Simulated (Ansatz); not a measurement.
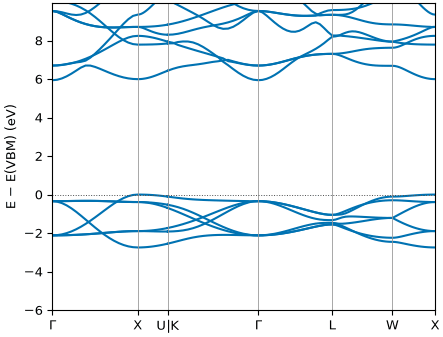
Fig. 1. Band structure from r²SCAN (plane waves, PAW; program Ansatz)

### Question
Read off the gap and where the band edges lie.

### Answer
About 5.9 eV (5.94 eV by a search for the band edges); maximum at X, minimum at Γ.

The material is SrCl$_{2}$ (fluorite, Fm-3m).

Symmetry was held in the r²SCAN relaxation; phonons on a q-mesh show no instability. Spin–orbit coupling is left out wherever it is not named.

Potentials: the later of the program's two PAW sets.
